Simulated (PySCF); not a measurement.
# HBS (hydrogen boron sulfide): CCSD(T)/STO-6G

Aim: the vertical singlet–triplet gap of HBS (hydrogen boron sulfide) at CCSD(T)/STO-6G, from 2 runs. 

The calculation is run with PySCF 2.14.0.

29 further runs of the same task are left out: 15 that didn't finish, 14 set aside as unsound or not needed.

## Step 1: Starting point

HBS has 3 atoms, charge 0, and is taken as a singlet. SMILES: `B=S`. The shape is that of a GFN2-xTB optimisation.

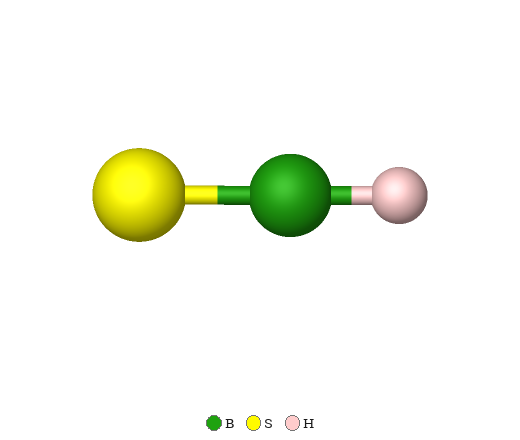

Viewed from a chosen angle; boron green, sulfur yellow, hydrogen pink.

## Step 2: A single-point energy at CCSD(T)/STO-6G

input.py reads:

```python
# hydrogen boron sulfide
from pyscf import gto, cc

mol = gto.M(
    atom='''
B     -0.077535    -0.030425     0.269362
S      0.747047     0.276864    -2.607180
H     -0.669530    -0.246439     2.337799
''',
    verbose=3,
    charge=0,
    max_memory=1860,
    unit='bohr',
    basis='sto-6g',
)

mf = mol.RHF()
mf.conv_tol = 1e-10
mf.kernel()
if not mf.converged:
    mf = mf.newton().run(mf.mo_coeff, mf.mo_occ)

mycc = cc.CCSD(mf, frozen=6)
mycc.kernel()
e_t = mycc.ccsd_t()
e_final = mycc.e_tot + e_t
print('E = %.10f Eh' % e_final)
```

Command:

```bash
OMP_NUM_THREADS=1 python input.py
```

What it wrote:

```text
converged SCF energy = -421.365813141999
E(CCSD) = -421.478199537445  E_corr = -0.1123863954460359
CCSD(T) correction = -0.00625240927724935
E = -421.4844519467 Eh
```

It took 0.88 s on 1 thread of Arm Neoverse V1, shared host; peak memory 0.12 GiB.

## Step 3: The triplet at the same level

input.py reads:

```python
from pyscf import gto, scf, cc

molecule = gto.M(
    atom=[
    ('B', (-0.041030, -0.016100, 0.142540)),
    ('S', (0.395320, 0.146510, -1.379660)),
    ('H', (-0.354300, -0.130410, 1.237110)),
],
    spin=2,
    max_memory=1860,
    basis='sto-6g',
    verbose=3,
)

calc0 = scf.UHF(molecule)
calc0.conv_tol = 1e-10
calc0.kernel()
if not calc0.converged:
    calc0 = calc0.newton().run(calc0.mo_coeff, calc0.mo_occ)

mycc = cc.CCSD(calc0, frozen=6)
mycc.kernel()
e_t = mycc.ccsd_t()
e_tot = mycc.e_tot + e_t
print('Final energy', e_tot)
```

Command:

```bash
OMP_NUM_THREADS=1 python input.py
```

What it wrote:

```text
WARN: HOMO 0.180085262083334 >= LUMO -0.302148001816117

converged SCF energy = -421.221831142619  <S^2> = 2.012943  2S+1 = 3.0086163
E(UCCSD) = -421.2851894263176  E_corr = -0.06335828369888509
UCCSD(T) correction = -0.00596905002929448
Final energy -421.29115847634694
```

Wall time 0.82 s (1 thread of Arm Neoverse V1, shared host); peak memory 0.1 GiB.

## Step 4: What came out

At CCSD(T)/STO-6G, 6 core orbitals frozen:

```
                                                           quantity          value
                                              singlet: total energy  -421.48445 Eh
                      singlet: dipole moment (Hartree–Fock density)         0.92 D
                       singlet: HOMO energy (Hartree–Fock orbitals)       -8.02 eV
                       singlet: LUMO energy (Hartree–Fock orbitals)        7.71 eV
                     singlet: HOMO–LUMO gap (Hartree–Fock orbitals)       15.73 eV
               singlet: correlation energy (6 core orbitals frozen)     -118.6 mEh
                                            singlet: (T) correction      -6.25 mEh
                                             singlet: T1 diagnostic          0.031
                                              triplet: total energy  -421.29116 Eh
                      triplet: dipole moment (Hartree–Fock density)         0.61 D
triplet: HOMO energy (Hartree–Fock orbitals) (highest over α and β)       -4.24 eV
 triplet: LUMO energy (Hartree–Fock orbitals) (lowest over α and β)        3.57 eV
               triplet: correlation energy (6 core orbitals frozen)      -69.3 mEh
                                            triplet: (T) correction      -5.97 mEh
                         triplet: ⟨S²⟩ of the reference determinant          2.013
                                             triplet: T1 diagnostic          0.023
                   vertical energy of the triplet above the singlet       5.260 eV
```

At this shape the triplet lies 5.26 eV (507 kJ/mol) above the singlet. In a minimal basis such a difference can be off by several eV, whatever the method. The T1 diagnostic (singlet) of 0.031 is above the customary mark for such species, so a single reference may not serve. The triples (singlet) make up 5.3 % of the correlation energy. Mulliken charges (triplet) of the mean-field density run from -0.10 on B1 to +0.15 on S2. The triples (triplet) make up 8.6 % of the correlation energy.
